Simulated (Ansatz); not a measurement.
# ZnInGaAgS4, from a guessed structure to a relaxed one

Starting from a made-up structure for ZnInGaAgS4, the aim is the relaxed cell, its shortest contacts and, where a second run follows, its electronic structure.

Program: Ansatz 0.2.0. Level of theory: DFT, PBEsol, plane-wave PAW, files of the set soft_1, scalar-relativistic, no spin, cell and ions relaxed at zero pressure; PAW set soft_1. Results are calculated unless marked as measured.

**1. Set-up**

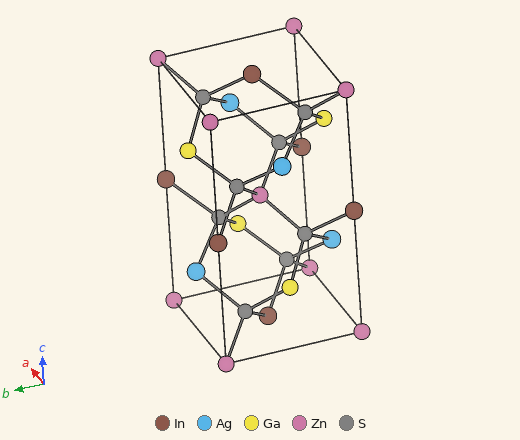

The cell as given, from a free direction (indium brown, silver blue, gallium yellow, zinc pink, sulfur grey). This picture shows the conventional cell, with its axes. Bonds to atoms that aren't drawn are left out. Some periodic images of atoms are drawn too.

**2. Relaxation of the guess**

The guessed cell has no reason to be at equilibrium. It is relaxed with the atoms, within the space group of the guess.

The input, input.yaml:

```yaml
crystal:
  lattice:
    - [-3.054, 3.054, 5.8125]
    - [3.054, -3.054, 5.8125]
    - [3.054, 3.054, -5.8125]
  atoms:
    - { symbol: In, position: [0.5, 0.5, 0.0] }
    - { symbol: Ag, position: [0.25, 0.75, 0.5] }
    - { symbol: Ga, position: [0.75, 0.25, 0.5] }
    - { symbol: Zn, position: [0.0, 0.0, 0.0] }
    - { symbol: S, position: [0.8853, 0.3499, 0.9826] }
    - { symbol: S, position: [0.3673, 0.9027, 0.0174] }
    - { symbol: S, position: [0.6501, 0.6327, 0.5354] }
    - { symbol: S, position: [0.0973, 0.1147, 0.4646] }
kpoints:
  mp_grid: { grid: [6, 6, 6] }
scf:
  occupations: { method: fermi_dirac, width: 0.05 }
hamiltonian:
  xc: pbesol
  pseudopotentials: { kind: paw, azcp: { folder: soft_1 }, xc_functional: pbe }
relax:
  f_tol: 0.015
  max_steps: 70
  cell: {}
output:
  forces: true
  stress: true
```

On the command line:

```sh
ansatz run input.yaml --threads 4 --pin off --max-ram 10240MiB --backend cpu --events-out ev --progress --plain --runs-dir out
```

Numbers of over 12 decimals in the logs are rounded to 6 here.

Log:

```text
Engine: ansatz 0.2.0, aarch64-unknown-linux-gnu
Pseudopotentials: kind: paw
Pseudopotential: In, paw, valence charge 13, recommended cutoff 420 eV (normal), soft_1/In.paw.azcp
Pseudopotential: Ag, paw, valence charge 19, recommended cutoff 420 eV (normal), soft_1/Ag.paw.azcp
Pseudopotential: Ga, paw, valence charge 13, recommended cutoff 420 eV (normal), soft_1/Ga.paw.azcp
Pseudopotential: Zn, paw, valence charge 12, recommended cutoff 420 eV (normal), soft_1/Zn.paw.azcp
Pseudopotential: S, paw, valence charge 6, recommended cutoff 420 eV (normal), soft_1/S.paw.azcp
Functional definition: PBEsol
  exchange = pbesol_x
  correlation = pbesol_c
Crystal: 8 atoms, lattice volume = 216.851 Å³
Basis set: ecut = 420 eV, 4219 PW (Γ), exchange–correlation on 100×100×100 points (8 copies of the dense FFT grid, shifted against one another)
Bands: 49, of which v1, the nominal top of the filled ones, is band 41 counted from 1 (40 counted from 0)
Symmetry: 4 space group operations
Space group: I-4 (ITA 82), of the structure as read, at distance tolerance 6.0e-5 Å
k-points: 36 of 216 (time reversal used)
Non-local potential: In, projectors of the file, l = 0: 2, l = 1: 2, l = 2: 2, l = 3: 1
Non-local potential: Ag, projectors of the file, l = 0: 3, l = 1: 2, l = 2: 2, l = 3: 1
Non-local potential: Ga, projectors of the file, l = 0: 2, l = 1: 2, l = 2: 3, l = 3: 1
Non-local potential: Zn, projectors of the file, l = 0: 2, l = 1: 2, l = 2: 3, l = 3: 1
Non-local potential: S, projectors of the file, l = 0: 2, l = 1: 2, l = 2: 1
PAW form: soft (Blöchl's): semilocal exchange-correlation on the pseudo side does not see the compensation charge
PAW frozen core: In, regenerated for the run's functional, and the local potential with it (the file was generated under x = pbe(κ = 0.804, μ = 0.219515), c = pbe(β = 0.066725))
PAW frozen core: Ag, regenerated for the run's functional, and the local potential with it (the file was generated under x = pbe(κ = 0.804, μ = 0.219515), c = pbe(β = 0.066725))
PAW frozen core: Ga, regenerated for the run's functional, and the local potential with it (the file was generated under x = pbe(κ = 0.804, μ = 0.219515), c = pbe(β = 0.066725))
PAW frozen core: Zn, regenerated for the run's functional, and the local potential with it (the file was generated under x = pbe(κ = 0.804, μ = 0.219515), c = pbe(β = 0.066725))
PAW frozen core: S, regenerated for the run's functional, and the local potential with it (the file was generated under x = pbe(κ = 0.804, μ = 0.219515), c = pbe(β = 0.066725))
PAW one-centre angular grid: In, 590 points (default); XC on 64 Gauss nodes
PAW one-centre angular grid: Ag, 590 points (default); XC on 64 Gauss nodes
PAW one-centre angular grid: Ga, 590 points (default); XC on 64 Gauss nodes
PAW one-centre angular grid: Zn, 590 points (default); XC on 64 Gauss nodes
PAW one-centre angular grid: S, 110 points (default); XC on 64 Gauss nodes
Initial density: superposition of atomic densities (chi_scale 0.1, normalization cell, long waves kept (reshape's long-wave potential 0.01 eV rms))
Initial wavefunctions: pseudopotential atomic-orbital guess
Functional: x = pbesol(κ = 0.804, μ = 0.123457), c = pbesol(β = 0.046)
SCF iter   1: F=—  HF=-23614.381745 eV  |F-HF|=—  |Δ(HF+E_count)|=         —  Δρ=2.98e-2  dr2=1.10e0  ethr=3.10e-3  ⟨swp⟩=7.3  Hψ=7201  notcnv=0  defer=13
preconditioner: auto → LDOS  [metal: Δε(μ)=0.017 eV  Ē_g=11.262 eV  σ=0.050 eV  W_gap=0.08  n_scr=36 (ndim 8)  ℏωp=21.5 eV  f_vac=0.028  D(μ)=3.85/eV (n_scr^D=14)  β→1.0]
SCF iter   2: F=—  HF=-23614.357359 eV  |F-HF|=—  |Δ(HF+E_count)|=   2.44e-2  Δρ=2.30e-2  dr2=6.15e-1  ethr=1.36e-3  ⟨swp⟩=3.0  Hψ=3762  notcnv=0  defer=70
SCF iter   3: F=—  HF=-23614.210268 eV  |F-HF|=—  |Δ(HF+E_count)|=   1.47e-1  Δρ=1.34e-2  dr2=1.97e-1  ethr=7.59e-4  ⟨swp⟩=3.0  Hψ=3760  notcnv=0  defer=70
SCF iter   4: F=—  HF=-23614.120703 eV  |F-HF|=—  |Δ(HF+E_count)|=   8.96e-2  Δρ=4.15e-3  dr2=1.99e-2  ethr=2.44e-4  ⟨swp⟩=2.0  Hψ=3097  notcnv=0  defer=70
SCF iter   5: F=—  HF=-23614.112704 eV  |F-HF|=—  |Δ(HF+E_count)|=   8.00e-3  Δρ=9.67e-4  dr2=1.64e-3  ethr=2.46e-5  ⟨swp⟩=2.0  Hψ=2447  notcnv=0  defer=70
SCF iter   6: F=—  HF=-23614.112223 eV  |F-HF|=—  |Δ(HF+E_count)|=   4.81e-4  Δρ=2.26e-4  dr2=1.74e-4  ethr=2.03e-6  ⟨swp⟩=2.1  Hψ=3259  notcnv=0  defer=70
SCF iter   7: F=—  HF=-23614.112195 eV  |F-HF|=—  |Δ(HF+E_count)|=   2.83e-5  Δρ=9.10e-5  dr2=4.19e-5  ethr=2.15e-7  ⟨swp⟩=2.0  Hψ=2971  notcnv=0  defer=70
SCF iter   8: F=—  HF=-23614.112154 eV  |F-HF|=—  |Δ(HF+E_count)|=   4.02e-5  Δρ=4.25e-5  dr2=7.24e-6  ethr=5.17e-8  ⟨swp⟩=2.0  Hψ=2289  notcnv=0  defer=70
SCF iter   9: F=—  HF=-23614.112153 eV  |F-HF|=—  |Δ(HF+E_count)|=   1.24e-6  Δρ=3.72e-5  dr2=3.25e-6  ethr=8.94e-9  ⟨swp⟩=2.0  Hψ=3158  notcnv=0  defer=70
SCF iter  10: F=—  HF=-23614.112152 eV  |F-HF|=—  |Δ(HF+E_count)|=   8.33e-7  Δρ=8.85e-6  dr2=1.78e-7  ethr=4.02e-9  ⟨swp⟩=2.0  Hψ=3144  notcnv=0  defer=70
SCF iter  11: F=-23614.112152 eV  HF=-23614.112152 eV  |F-HF|=1.23e-8  |Δ(HF+E_count)|=   9.78e-9  Δρ=3.03e-6  dr2=2.19e-8  ethr=1.23e-10  ⟨swp⟩=5.0  Hψ=6383  notcnv=0
SCF 1 converged in 11 iterations: F = -23614.112152 eV  dr2 = 2.19e-8
  greatest PAW one-centre occupation: 1.001 electrons in one spin orbital (limit 2), on the Ag atom at site 1 (counted from 0), in its partial waves of l = 0
relax step   1: F+E_penalty+E_count = -23614.11215236 eV  Δ(F+E_penalty+E_count) = +0.000e0 eV  max|allowed force component| = 3.592e-1 eV/Å  Δτ_max = 0.0000 Å  P = -7.964 GPa  Ω = 216.851 Å³  (11 SCF iters, dr2 threshold 1.00e-7 eV, accepted)
Crystal: 8 atoms, lattice volume = 187.851 Å³
Basis set: ecut = 420 eV, 3667 PW (Γ), exchange–correlation on 100×100×100 points (8 copies of the dense FFT grid, shifted against one another)
Initial density: handed on by an earlier stage of this run
Initial wavefunctions: those handed on with the density
iter 1 solved again at ethr=1.01e-4 eV; its pass at ethr=3.10e-3 eV (dr2=8.19e-2 eV) is discarded
SCF iter   1: F=—  HF=-23615.215589 eV  |F-HF|=—  |Δ(HF+E_count)|=         —  Δρ=5.98e-3  dr2=8.36e-2  ethr=1.01e-4  ⟨swp⟩=1.8  Hψ=9961  notcnv=0
preconditioner: auto → LDOS  [metal: Δε(μ)=0.018 eV  Ē_g=11.609 eV  σ=0.050 eV  W_gap=0.09  n_scr=36 (ndim 8)  ℏωp=23.1 eV  f_vac=0.028  D(μ)=3.48/eV (n_scr^D=14)  β→1.0]
SCF iter   2: F=—  HF=-23615.219710 eV  |F-HF|=—  |Δ(HF+E_count)|=   4.12e-3  Δρ=6.70e-3  dr2=8.76e-2  ethr=1.01e-4  ⟨swp⟩=3.2  Hψ=3783  notcnv=0
SCF iter   3: F=—  HF=-23615.198327 eV  |F-HF|=—  |Δ(HF+E_count)|=   2.14e-2  Δρ=1.99e-3  dr2=7.11e-3  ethr=1.01e-4  ⟨swp⟩=2.9  Hψ=3786  notcnv=0  defer=67
[...]
SCF iter   4: F=—  HF=-23615.347272 eV  |F-HF|=—  |Δ(HF+E_count)|=   1.45e-3  Δρ=3.35e-4  dr2=3.25e-4  ethr=7.49e-6  ⟨swp⟩=2.0  Hψ=3185  notcnv=0  defer=54
SCF iter   5: F=—  HF=-23615.347194 eV  |F-HF|=—  |Δ(HF+E_count)|=   7.79e-5  Δρ=1.94e-4  dr2=7.57e-5  ethr=4.02e-7  ⟨swp⟩=2.2  Hψ=2829  notcnv=0  defer=54
SCF iter   6: F=—  HF=-23615.347191 eV  |F-HF|=—  |Δ(HF+E_count)|=   3.48e-6  Δρ=1.34e-4  dr2=3.51e-5  ethr=9.35e-8  ⟨swp⟩=2.0  Hψ=2506  notcnv=0  defer=54
SCF iter   7: F=—  HF=-23615.347183 eV  |F-HF|=—  |Δ(HF+E_count)|=   8.15e-6  Δρ=4.44e-5  dr2=7.15e-6  ethr=4.33e-8  ⟨swp⟩=2.0  Hψ=2476  notcnv=0  defer=54
SCF iter   8: F=-23615.347180 eV  HF=-23615.347181 eV  |F-HF|=2.18e-7  |Δ(HF+E_count)|=   2.17e-6  Δρ=1.50e-5  dr2=6.21e-7  ethr=9.88e-10  ⟨swp⟩=4.0  Hψ=7516  notcnv=0
SCF 3 converged in 8 iterations: F = -23615.347180 eV  dr2 = 6.21e-7
relax step   3: F+E_penalty+E_count = -23615.34718031 eV  Δ(F+E_penalty+E_count) = -1.504e-1 eV  max|allowed force component| = 2.151e-1 eV/Å  Δτ_max = 0.0826 Å  P = +1.584 GPa  Ω = 175.318 Å³  energy of the carried Pulay correction = +8.873e-3 eV  (8 SCF iters, dr2 threshold 8.00e-7 eV, accepted)
[...]
relax step   4: F+E_penalty+E_count = -23615.37678133 eV  Δ(F+E_penalty+E_count) = -2.960e-2 eV  max|allowed force component| = 4.868e-2 eV/Å  Δτ_max = 0.0257 Å  P = +0.031 GPa  Ω = 179.065 Å³  energy of the carried Pulay correction = +7.996e-3 eV  (7 SCF iters, dr2 threshold 8.00e-7 eV, accepted)
[...]
relax step   5: F+E_penalty+E_count = -23615.37863487 eV  Δ(F+E_penalty+E_count) = -1.854e-3 eV  max|allowed force component| = 6.512e-3 eV/Å  Δτ_max = 0.0094 Å  P = -0.016 GPa  Ω = 179.196 Å³  energy of the carried Pulay correction = +7.965e-3 eV  (7 SCF iters, dr2 threshold 1.48e-7 eV, accepted)
[...]
relax step   6: F+E_penalty+E_count = -23615.37905221 eV  Δ(F+E_penalty+E_count) = -4.173e-4 eV  max|allowed force component| = 7.435e-3 eV/Å  Δτ_max = 0.0006 Å  P = -0.012 GPa  Ω = 179.151 Å³  energy of the carried Pulay correction = +7.976e-3 eV  (7 SCF iters, dr2 threshold 3.52e-8 eV, accepted)
[...]
relax step   7: F+E_penalty+E_count = -23615.37914298 eV  Δ(F+E_penalty+E_count) = -9.077e-5 eV  max|allowed force component| = 3.559e-3 eV/Å  Δτ_max = 0.0023 Å  P = -0.002 GPa  Ω = 179.112 Å³  energy of the carried Pulay correction = +7.985e-3 eV  (7 SCF iters, dr2 threshold 6.45e-9 eV, accepted)
Basis set: ecut = 420 eV, 3555 PW (Γ), exchange–correlation on 96×96×96 points (8 copies of the dense FFT grid, shifted against one another)
Initial wavefunctions: pseudopotential atomic-orbital guess (no wavefunctions were taken with the density)
iter 1 solved again at ethr=1.36e-6 eV; its pass at ethr=3.10e-3 eV (dr2=1.10e-3 eV) is discarded
SCF iter   1: F=—  HF=-23615.371991 eV  |F-HF|=—  |Δ(HF+E_count)|=         —  Δρ=2.93e-4  dr2=4.07e-5  ethr=1.36e-6  ⟨swp⟩=3.1  Hψ=12684  notcnv=0
SCF iter   2: F=—  HF=-23615.372056 eV  |F-HF|=—  |Δ(HF+E_count)|=   6.52e-5  Δρ=3.36e-4  dr2=1.16e-4  ethr=5.02e-8  ⟨swp⟩=2.0  Hψ=3227  notcnv=0
SCF iter   3: F=—  HF=-23615.372050 eV  |F-HF|=—  |Δ(HF+E_count)|=   5.45e-6  Δρ=3.38e-4  dr2=1.10e-4  ethr=5.02e-8  ⟨swp⟩=3.0  Hψ=3377  notcnv=0
SCF iter   4: F=—  HF=-23615.371999 eV  |F-HF|=—  |Δ(HF+E_count)|=   5.12e-5  Δρ=1.02e-4  dr2=1.08e-5  ethr=5.02e-8  ⟨swp⟩=2.0  Hψ=2548  notcnv=0
SCF iter   5: F=—  HF=-23615.371996 eV  |F-HF|=—  |Δ(HF+E_count)|=   3.51e-6  Δρ=1.75e-5  dr2=2.92e-7  ethr=1.33e-8  ⟨swp⟩=2.0  Hψ=2996  notcnv=0
SCF iter   6: F=—  HF=-23615.371983 eV  |F-HF|=—  |Δ(HF+E_count)|=   1.25e-5  Δρ=2.12e-6  dr2=8.11e-9  ethr=3.60e-10  ⟨swp⟩=2.3  Hψ=2622  notcnv=0
SCF iter   7: F=—  HF=-23615.371983 eV  |F-HF|=—  |Δ(HF+E_count)|=   2.04e-9  Δρ=5.62e-7  dr2=5.01e-10  ethr=1.00e-11  ⟨swp⟩=2.0  Hψ=3229  notcnv=0
SCF iter   8: F=—  HF=-23615.371983 eV  |F-HF|=—  |Δ(HF+E_count)|=  5.82e-11  Δρ=2.68e-7  dr2=1.28e-10  ethr=1.00e-12  ⟨swp⟩=6.0  Hψ=7697  notcnv=0
SCF iter   9: F=-23615.371983 eV  HF=-23615.371983 eV  |F-HF|=0.00e0  |Δ(HF+E_count)|=  3.64e-11  Δρ=6.87e-8  dr2=8.32e-12  ethr=1.00e-12  ⟨swp⟩=5.0  Hψ=6601  notcnv=0
SCF 8 converged in 9 iterations: F = -23615.371983 eV  dr2 = 8.32e-12
relax step   8: F+E_penalty+E_count = -23615.37198313 eV  Δ(F+E_penalty+E_count) = +7.160e-3 eV  max|allowed force component| = 3.323e-3 eV/Å  Δτ_max = 0.0000 Å  P = -0.015 GPa  Ω = 179.112 Å³  stress off target by 2.09e-2 GPa  SCF on the basis re-selected at this cell (its energy is not comparable with the rows above)  (9 SCF iters)
basis re-selected at this cell: Δ(F+E_penalty+E_count) = +7.160e-3 eV, ΔP = -0.012 GPa vs the last step (what re-selecting the basis moved, of the pressure what is left beyond the Pulay correction that the steps carried, after the strain that the cell walked since its last selection, with what the two solves' SCF thresholds leave and, on support functions, any second-order correction that the steps lacked; it is no measure of the basis error at this ecutwfc). The dense FFT grid was sized anew with the basis: this SCF ran on 48×48×48 points, the steps before it on 50×50×50, so part of this shift can come from that change (see relax.cell in the input reference). [rest of the remark cut]
SCF converged after 9 iterations
Free energy (F): -23615.371983 eV
Harris-Foulkes:  -23615.371983 eV  (|F-HF|=0.00e0)
Internal energy: -23615.347571 eV  (E = F + TS)
E sigma→0 (E₀):  -23615.359777 eV
Entropy (-TS):   -0.024412 eV (-3.052 meV/atom)
Fermi energy:    8.106498 eV
--- Per-component energies (eV) ---
  E_band       = -530.553451
  E_kinetic    = 1365.250774
  E_local      = -8880.627629  (includes V_loc(G=0)·N_el)
  E_nonlocal   = 1233.504779
  E_hartree    = 4060.284966
  E_xc         = -790.623415
  E_vxc        = -725.779941  (∫ρ·V_xc dr)
  E_paw        = -14207.667185  (= ΣΔE_a)
  E_vpaw       = -1643.471396  (= ΣTr[D̂ρ^β])
  E_aug_tail   = 0.000054  (compensation charges beyond the density's cutoff)
  E_ewald      = -6397.936690
  E_core_change = 2.466776  (= ΣΔE_core)
  E_smearing   = -0.024412  (= −TS)
  E_closure    = -0.000000  (closes the sum)
  Σ components = -23615.371983   (vs F -23615.371983, Δ=0.00e0)
--- Forces (eV/Å), atoms counted from 1 ---
  atom   1  In     0.00000000     0.00000000     0.00000000
  atom   2  Ag     0.00000000    -0.00000000     0.00000000
  atom   3  Ga     0.00000000     0.00000000     0.00000000
  atom   4  Zn     0.00000000     0.00000000     0.00000000
  atom   5  S      0.00223951     0.00332333     0.00326266
  atom   6  S     -0.00223951    -0.00332333     0.00326266
  atom   7  S      0.00332333    -0.00223951    -0.00326266
  atom   8  S     -0.00332333     0.00223951    -0.00326266
  max |Σ_I F_I| component: 6.94e-17 eV/Å
--- Stress (GPa, compression-positive) ---
       -0.011409       0.000000      -0.000000
       -0.000000      -0.011409      -0.000000
       -0.000000      -0.000000      -0.020867
  P = ⅓ Tr σ = -0.0146 GPa (-0.146 kbar)
--- Relaxed structure (7 steps of the walk, 7 accepted, 1 SCFs on fresh bases) ---
  F+E_penalty+E_count = -23615.37198313 eV   max|allowed force component| = 3.323e-3 eV/Å   (the final SCF, on the basis selected at the relaxed cell)
  cell:  # Å, volume = 179.1116 Å³
    - [-2.876170, 2.876170, 5.412958]
    - [2.876170, -2.876170, 5.412958]
    - [2.876170, 2.876170, -5.412958]
  atoms:
    - { symbol: In, position: [0.5, 0.5, 4.304502731298875e-19] }
    - { symbol: Ag, position: [0.250000, 0.75, 0.5] }
    - { symbol: Ga, position: [0.75, 0.250000, 0.5] }
    - { symbol: Zn, position: [2.578338444790334e-19, 1.9126936925275975e-19, 4.3045027312989205e-19] }
    - { symbol: S, position: [0.888893, 0.340103, 0.966560] }
    - { symbol: S, position: [0.373543, 0.922332, 0.033440] }
    - { symbol: S, position: [0.659897, 0.626457, 0.548789] }
    - { symbol: S, position: [0.077668, 0.111107, 0.451211] }
```

Wall time 77 s (4 threads of Arm Neoverse V1, shared host); peak memory 0.87 GiB.

This run has no spin polarisation although its electron count is odd.

Step by step:

```tsv
step	energy less that of the first step (eV)	largest force component (eV/Å)	pressure (GPa)	volume (Å³)
1	0.0000	0.3592	-7.96	216.85
2	-1.0846	0.4338	-2.64	187.85
3	-1.2350	0.2151	1.58	175.32
4	-1.2646	0.0487	0.03	179.06
5	-1.2665	0.0065	-0.02	179.20
6	-1.2669	0.0074	-0.01	179.15
7	-1.2670	0.0036	0.00	179.11
8*	-1.2598	0.0033	-0.01	179.11
```

Relaxation steps marked * repeat the geometry before them on a plane-wave basis chosen anew for their cell, so energy and pressure can jump there.

Forces are held to the 4 operations that the run works with; a distortion that breaks them can't arise in this run.

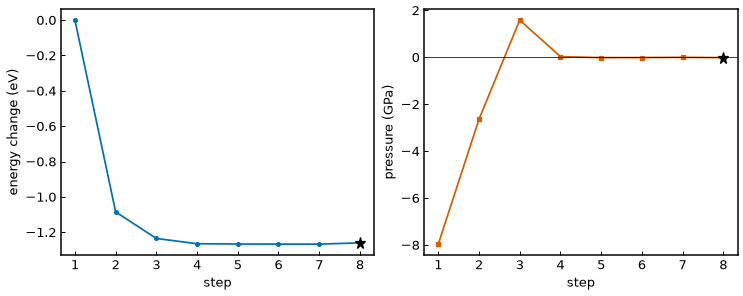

Energy and pressure along the relaxation. Stars mark steps on a basis chosen anew.

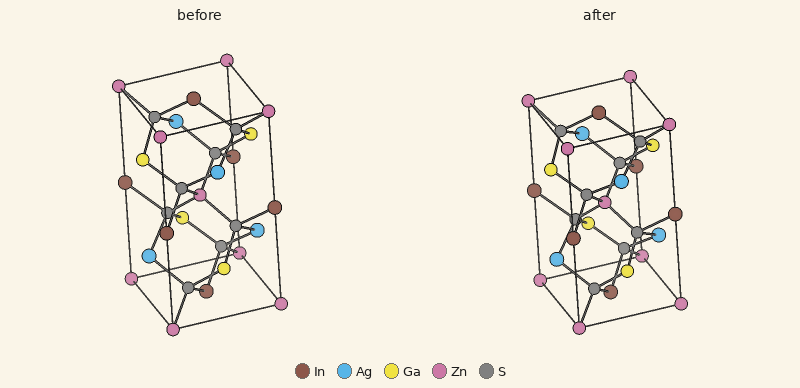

Before and after, at one scale. Bonds to atoms that aren't drawn are left out.

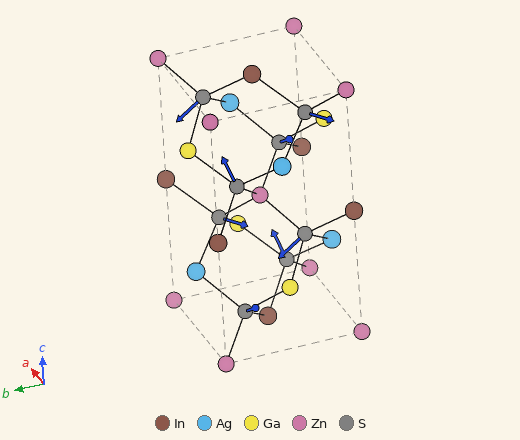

Displacements in the relaxation, exaggerated, measured against the changing cell; the longest in the cell stands for 0.10 Å. Bonds to atoms that aren't drawn are left out. Some periodic images of atoms are drawn too.

```tsv
conventional cell, symmetrised	before	after	change
a (Å)	6.108	5.752	-5.8 %
b (Å)	6.108	5.752	-5.8 %
c (Å)	11.625	10.826	-6.9 %
volume (Å³/atom)	27.11	22.39	-17.4 %
```

The atoms that moved most (Å, as changes of fractional coordinates times the final cell):

```tsv
atom	dx	dy	dz	length
S7	-0.008	0.085	-0.053	0.100
S5	-0.085	-0.008	0.053	0.100
S6	0.085	0.008	0.053	0.100
S8	0.008	-0.085	-0.053	0.100
```

Final coordinates:

```
In Ag Ga Zn S
1.0
    -2.87617    2.87617    5.41296
     2.87617   -2.87617    5.41296
     2.87617    2.87617   -5.41296
In Ag Ga Zn S
1 1 1 1 4
Cartesian
  0.0000 0.0000 5.4130
  2.8762 0.0000 2.7065
  0.0000 2.8762 2.7065
  0.0000 0.0000 0.0000
  1.2016 4.3584 1.4206
  1.6746 -1.4822 6.8335
  1.4822 1.6746 3.9924
  1.3939 1.2016 -1.4206
```

This step gave:

```
free energy             : -23615.3720 eV
energy at zero smearing : -23615.3598 eV
smearing term TS        : 0.02441 eV
Fermi energy            : 8.106 eV
electrons               : 81
symmetry operations     : 4
pressure                : -0.01456 GPa
```

Shortest distances by pair of elements, guess and relaxed (not always the same contact):

```tsv
pair	guess (Å)	relaxed (Å)
Ga–S	2.537	2.301
S–Zn	2.488	2.325
Ag–S	2.662	2.530
In–S	2.740	2.649
S–S	4.016	3.681
```

The relaxation ends with a largest force component of 0.0033 eV/Å and a pressure of -0.01 GPa.

**3. What came out**

* space group, relaxed: I-4
* conventional cell: a = 5.752, b = 5.752, c = 10.826 Å; α = 90.0°, β = 90.0°, γ = 90.0°
* volume per atom: 22.39 Å³ (guess 27.11)

What this shows: ZnInGaAgS4 relaxes to I-4 with a = 5.752, b = 5.752 and c = 10.826 Å. The guessed volume was 21 % too large. The space group I-4 was held in the relaxation, so the end point is a stationary structure within it and may be a saddle against distortions or other arrangements. Mesh and cutoff weren't tested. No dispersion term is used, so weakly bound directions may come out too long. The runs have no spin, and magnetism wasn't tested. Nothing here tests whether the compound is stable against decomposition.

[Logs are printed without paths, hosts, clocks, repeated set-up lines and the standing remarks that a program may print on its own settings, such as how far it seeks lower states.]

[Hosts, paths, dates, database ids (printed as entryN), source tags and the programs' standing remarks are cut or masked in the printed files.]
